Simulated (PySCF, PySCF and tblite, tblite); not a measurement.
# C₃H₈BOP: a path driven as rotation about a bond, and NMR exchange, part 2 of 2

PySCF and tblite. Atoms count from 0. The steps go on from the part before.

## 7. Shieldings, saddle of leg 1: PBE0/pcSseg-1

The job: settings as JSON, then the geometry in Å.

```
{"job": {"kind": "nmr", "xc": "PBE0", "basis": "pcSseg-1", "pop": false}, "charge": 0, "multiplicity": 1}
C     -0.701212     1.322002    -0.521061
C      0.066387     0.416694     0.081662
B      1.627201     0.342360    -0.138404
P      2.281917    -0.547236    -1.627286
O     -0.386260    -0.562854     0.931852
C     -1.765951    -0.612131     1.205843
H     -1.767590     1.393115    -0.398786
H     -0.247014     2.046020    -1.173129
H      2.354064     0.956082     0.543666
H      3.410834    -1.155213    -1.115791
H      1.489700    -1.676354    -1.655853
H     -2.347403    -0.789328     0.295106
H     -1.903332    -1.445647     1.892933
H     -2.111340     0.312489     1.679247
```

What it wrote:

```text
coarse grid: 12016 points
cycle   1  E = -559.9721334774  dE =  6.091e-01  |g| = 4.860e-01  |ddm| = 3.232e+00
cycle   2  E = -559.9480879394  dE =  2.405e-02  |g| = 6.241e-01  |ddm| = 8.658e-01
cycle   3  E = -560.0209515896  dE = -7.286e-02  |g| = 9.904e-02  |ddm| = 5.077e-01
cycle   4  E = -560.0225196364  dE = -1.568e-03  |g| = 4.074e-02  |ddm| = 9.426e-02
cycle   5  E = -560.0228934953  dE = -3.739e-04  |g| = 1.171e-02  |ddm| = 4.077e-02
cycle   6  E = -560.0229262783  dE = -3.278e-05  |g| = 3.868e-03  |ddm| = 1.347e-02
cycle   7  E = -560.0229301920  dE = -3.914e-06  |g| = 8.053e-04  |ddm| = 4.799e-03
final grid: 110944 points
cycle   8  E = -560.0683770175  dE = -3.328e-05  |g| = 1.154e-02  |ddm| = 2.835e-02
cycle   9  E = -560.0683463255  dE =  3.069e-05  |g| = 1.731e-02  |ddm| = 1.880e-02
cycle  10  E = -560.0684036158  dE = -5.729e-05  |g| = 1.836e-03  |ddm| = 1.164e-02
cycle  11  E = -560.0684043953  dE = -7.795e-07  |g| = 3.256e-04  |ddm| = 1.943e-03
cycle  12  E = -560.0684044177  dE = -2.243e-08  |g| = 1.727e-04  |ddm| = 4.458e-04
cycle  13  E = -560.0684044252  dE = -7.468e-09  |g| = 2.583e-05  |ddm| = 1.483e-04
cycle  14  E = -560.0684044254  dE = -1.703e-10  |g| = 5.325e-06  |ddm| = 3.398e-05
converged SCF energy = -560.0684044254

GIAO shielding tensors (ppm)
atom      isotropic    diamagn.    paramagn.     s11        s22        s33       span
  0 C      101.938     258.962    -157.024     14.863    109.389    181.561    166.698
  1 C       10.116     254.295    -244.178   -102.484     28.862    103.971    206.456
  2 B       11.742     193.852    -182.110    -97.594     -0.099    132.918    230.513
  3 P      491.566     968.340    -476.775    376.184    501.399    597.115    220.931
  4 O      216.960     399.414    -182.454     89.613    233.225    328.042    238.430
  5 C      131.389     245.640    -114.252     97.449    118.456    178.262     80.813
  6 H       27.488      33.001      -5.513     24.742     25.835     31.887      7.144
  7 H       28.086      32.039      -3.953     26.273     27.249     30.735      4.461
  8 H       22.864      29.649      -6.785     15.505     26.291     26.796     11.291
  9 H       28.580      29.629      -1.049     24.426     25.538     35.775     11.349
 10 H       28.751      31.433      -2.682     24.017     27.595     34.641     10.624
 11 H       28.154      30.596      -2.442     25.126     25.932     33.404      8.278
 12 H       27.571      28.898      -1.327     23.879     26.039     32.793      8.914
 13 H       28.148      29.731      -1.583     25.185     25.538     33.720      8.535
```

Run time: 15 s. Hardware: 1 thread of Arm Neoverse V2, shared host; peak memory 0.73 GiB.

This run: HOMO -6.60 eV, LUMO -1.70 eV; dipole 1.27 D.

The fields below are evaluated on a grid from the run's orbitals.

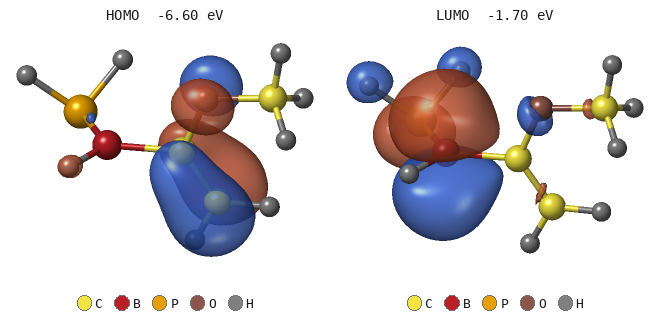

Frontier orbitals at PBE0/pcSseg-1; each surface holds 70 % of the orbital's density, blue and red mark the sign.

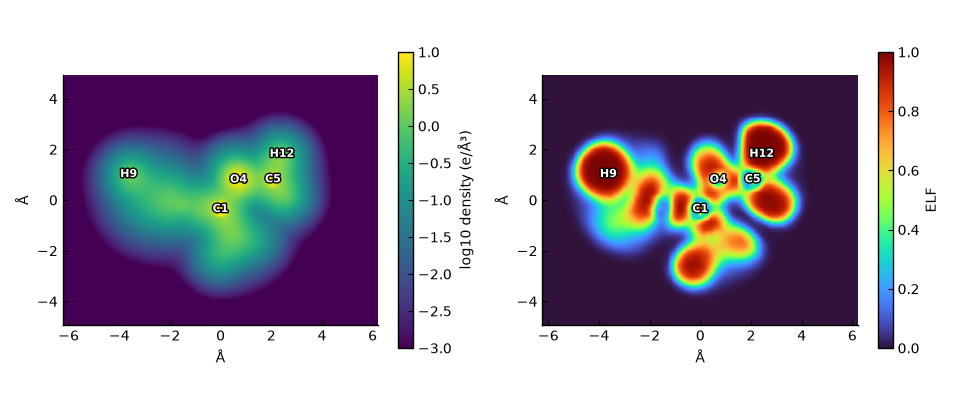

Density (left) and ELF (right) in a plane through or near 5 of the atoms.

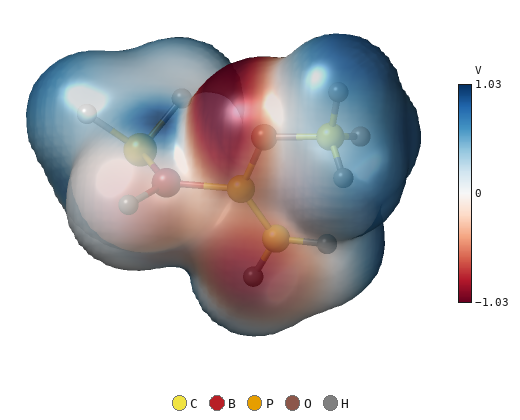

The potential that a unit positive charge feels on the 0.002 e/bohr³ surface, from the 1st to the 99th percentile, from -1.03 V near O4 to 0.89 V near B2.

## 8. Shieldings, end: PBE0/pcSseg-1

The job: settings as JSON, then the geometry in Å.

```
{"job": {"kind": "nmr", "xc": "PBE0", "basis": "pcSseg-1", "pop": false}, "charge": 0, "multiplicity": 1}
C     -0.665679     0.717523    -0.800590
C      0.050846     0.072064     0.133605
B      1.594742    -0.106693     0.033144
P      2.527493     0.277014    -1.533552
O     -0.485536    -0.442032     1.283762
C     -1.868614    -0.302437     1.501544
H     -1.720476     0.920442    -0.728764
H     -0.171360     1.087272    -1.682402
H      2.201651    -0.354567     1.002562
H      3.497124    -0.704594    -1.492430
H      1.753477    -0.335616    -2.497796
H     -2.449510    -0.786592     0.709222
H     -2.072441    -0.794339     2.451164
H     -2.158882     0.751455     1.568403
```

What it wrote:

```text
coarse grid: 12016 points
cycle   1  E = -559.9817844389  dE =  6.104e-01  |g| = 4.790e-01  |ddm| = 3.209e+00
cycle   2  E = -559.9454710106  dE =  3.631e-02  |g| = 6.667e-01  |ddm| = 9.691e-01
cycle   3  E = -560.0269551891  dE = -8.148e-02  |g| = 1.243e-01  |ddm| = 6.211e-01
cycle   4  E = -560.0297807881  dE = -2.826e-03  |g| = 4.664e-02  |ddm| = 1.165e-01
cycle   5  E = -560.0303041722  dE = -5.234e-04  |g| = 1.346e-02  |ddm| = 4.756e-02
cycle   6  E = -560.0303516356  dE = -4.746e-05  |g| = 4.022e-03  |ddm| = 1.617e-02
cycle   7  E = -560.0303561501  dE = -4.515e-06  |g| = 8.946e-04  |ddm| = 5.078e-03
final grid: 110944 points
cycle   8  E = -560.0761305869  dE = -3.074e-05  |g| = 1.178e-02  |ddm| = 2.851e-02
cycle   9  E = -560.0760936040  dE =  3.698e-05  |g| = 1.831e-02  |ddm| = 1.944e-02
cycle  10  E = -560.0761580636  dE = -6.446e-05  |g| = 2.191e-03  |ddm| = 1.260e-02
cycle  11  E = -560.0761592583  dE = -1.195e-06  |g| = 3.857e-04  |ddm| = 2.357e-03
cycle  12  E = -560.0761592922  dE = -3.387e-08  |g| = 1.630e-04  |ddm| = 4.378e-04
cycle  13  E = -560.0761592987  dE = -6.529e-09  |g| = 2.723e-05  |ddm| = 1.406e-04
cycle  14  E = -560.0761592989  dE = -1.994e-10  |g| = 5.244e-06  |ddm| = 3.642e-05
converged SCF energy = -560.0761592989

GIAO shielding tensors (ppm)
atom      isotropic    diamagn.    paramagn.     s11        s22        s33       span
  0 C       77.403     258.960    -181.557    -16.289     78.986    169.513    185.802
  1 C        4.459     253.982    -249.524    -99.732      5.251    107.858    207.589
  2 B       19.253     193.322    -174.069    -74.267      6.792    125.235    199.502
  3 P      514.373     968.335    -453.962    439.245    500.627    603.246    164.001
  4 O      203.288     397.699    -194.412     70.723    236.679    302.460    231.737
  5 C      131.382     245.545    -114.163    102.253    115.669    176.225     73.972
  6 H       26.739      32.994      -6.254     24.401     25.124     30.694      6.293
  7 H       26.409      33.602      -7.192     23.932     25.801     29.495      5.563
  8 H       23.673      30.598      -6.925     16.630     25.716     28.673     12.043
  9 H       29.014      29.611      -0.598     24.459     26.381     36.201     11.743
 10 H       28.870      31.498      -2.628     23.839     27.759     35.012     11.173
 11 H       28.239      30.091      -1.853     25.358     25.864     33.494      8.136
 12 H       27.530      28.325      -0.794     23.526     26.275     32.790      9.264
 13 H       28.269      29.721      -1.452     25.481     25.615     33.712      8.231
```

Run time: 11 s. Hardware: 1 thread of Arm Neoverse V2, shared host; peak memory 0.73 GiB.

This run: HOMO -6.82 eV, LUMO -1.92 eV; dipole 1.89 D.

## 9. The path in numbers

The job: settings as JSON, then the geometry in Å.

```
{"job": {"smiles": "C=C(BP)OC", "charge": 0, "mult": 1, "motion": "rotation", "what": "aryl or vinyl borane", "atoms": [2, 1], "drives": [{"terms": [["t", [3, 2, 1, 0], 0.25], ["t", [3, 2, 1, 4], 0.25], ["t", [8, 2, 1, 0], 0.25], ["t", [8, 2, 1, 4], 0.25]], "by": 180, "n": 12}], "study": "path", "level": {"kind": "nmr", "xc": "PBE0", "basis": "pcSseg-1"}, "fields": [80, 270, 360], "first": 1, "seed": 80, "kind": "path"}, "charge": 0, "multiplicity": 1}
C     -0.622966     1.677146     0.013272
C      0.026275     0.520902    -0.179782
B      1.434904     0.401384    -0.828151
P      2.107586    -1.317466    -0.978899
O     -0.465488    -0.709367     0.180721
C     -1.746325    -0.787658     0.753565
H     -1.593010     1.762427     0.473554
H     -0.164896     2.595641    -0.302548
H      1.951554     1.320848    -1.331433
H      3.462719    -1.126529    -0.792217
H      1.844032    -1.855396     0.258293
H     -2.509868    -0.389341     0.077171
H     -1.934352    -1.845745     0.928838
H     -1.790844    -0.247318     1.705448
```

What it wrote:

```text
stationary points (kcal/mol above the start)
  n  kind          group   xTB      DFT    lowest mode
  0  minimum      C1       0.00     0.00      67.8
  1  saddle       C1       5.40     6.94     -89.2
  2  minimum      C1       1.63     2.00      61.9

GFN2-xTB energies: T/K, barrier G, reaction G (kcal/mol), k forward, k back (1/s)
 150.00     5.05     1.58   1.38e+05    2.8e+07
 200.00     5.10     1.59    1.1e+07   5.98e+08
 250.00     5.17     1.59   1.58e+08   3.85e+09
 298.15     5.24     1.58   8.97e+08    1.3e+10
 350.00     5.32     1.58   3.46e+09   3.35e+10
 400.00     5.41     1.57   9.23e+09   6.65e+10
 500.00     5.60     1.55   3.71e+10   1.76e+11

PBE0/pcSseg-1 + D3(BJ) energies: T/K, barrier G, reaction G (kcal/mol), k forward, k back (1/s)
 150.00     6.59     1.96        786   5.61e+05
 200.00     6.65     1.96   2.28e+05   3.19e+07
 250.00     6.71     1.96   7.09e+06   3.69e+08
 298.15     6.78     1.96   6.66e+07   1.82e+09
 350.00     6.86     1.95   3.78e+08   6.27e+09
 400.00     6.95     1.95   1.33e+09   1.54e+10
 500.00     7.14     1.93   7.87e+09   5.46e+10
```

Wall time 46 s (1 thread of Arm Neoverse V2, shared host); peak memory 0.73 GiB. This counts the whole study up to here.

Barriers by level (kcal/mol; entropies in cal/(mol K)). Zero-point and thermal terms come from xTB in every row. ΔG‡ leaves symmetry out; the rate counts one path; effective ΔG‡, where given, is the barrier that would give that rate by Eyring's equation alone:

| level | ΔE‡ | with zero-point | ΔH‡ | ΔS‡ | ΔG‡ (298 K) | ΔE of reaction | k at 298 K (1/s) | effective ΔG‡ |
| --- | --- | --- | --- | --- | --- | --- | --- | --- |
| GFN2-xTB | 5.40 | 4.93 | 4.57 | -2.2 | 5.24 | 1.63 | 9e+08 | 5.24 |
| PBE0/pcSseg-1 + D3(BJ) | 6.94 | 6.47 | 6.11 | -2.2 | 6.78 | 2.00 | 6.7e+07 | 6.78 |

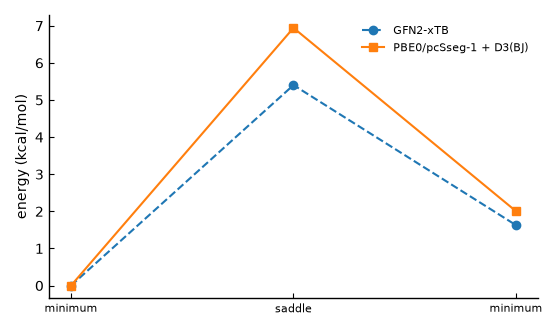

The xTB stationary points, at both levels.

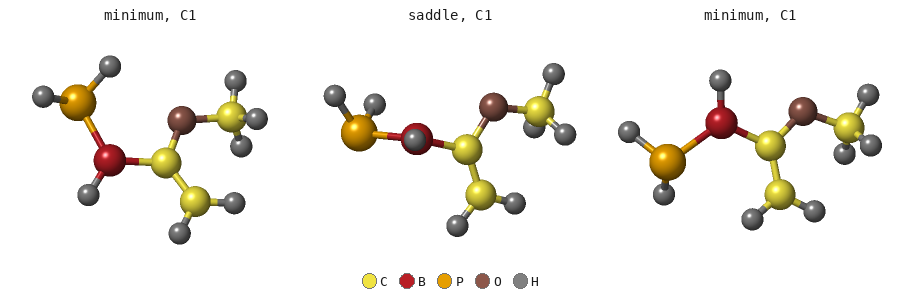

The stationary points in order.

Sites that the driver pairs across this motion, and where their lines would merge (no couplings; faster rotations or exchange between molecules can average them sooner):

| nucleus | sites: shielding (ppm) | proton frequency (MHz) | spread (Hz) | coalescence (K) | lines at 298 K |
| --- | --- | --- | --- | --- | --- |
| 31P | P3: 503.8; P3 (end): 514.4 | 360 | 1548 | not given | – |
| 13C | C1: 7.7; C1 (end): 4.5 | 360 | 290 | not given | – |
| 17O | O4: 207.7; O4 (end): 203.3 | 360 | 215 | not given | – |
| 11B | B2: 20.9; B2 (end): 19.3 | 360 | 190 | not given | – |
| 1H | H10: 28.45; H10 (end): 28.87 | 360 | 152 | not given | – |
| 1H | H7: 26.66; H7 (end): 26.41 | 360 | 88 | not given | – |
| 13C | C0: 76.6; C0 (end): 77.4 | 360 | 72 | not given | – |
| 1H | H8: 23.84; H8 (end): 23.67 | 360 | 58 | not given | – |

A dash: the driver gave no coalescence for this row (it judged the minor form too scarce).

Rows that set an atom against itself at the end compare its shielding in the two forms.

Lines of quadrupolar nuclei are broad, so their coalescence could hardly be seen.

## 10. What came out

What follows sums up all 2 parts.

| quantity | value |
| --- | --- |
| barrier (PBE0/pcSseg-1 + D3(BJ)) | ΔE‡ 6.9, ΔG‡(298 K) 6.8 kcal/mol |
| barrier (GFN2-xTB) | ΔE‡ 5.4 kcal/mol |
| rate at 298 K | 6.7e+07 s⁻¹ |
| end of the path | 2.0 kcal/mol from the start |

DFT puts the top 6.9 kcal/mol above the start (xTB: 5.4); the rate from the DFT barrier is 6.7e+07 s⁻¹ at 298 K. An error of 1.4 kcal/mol changes that rate tenfold.
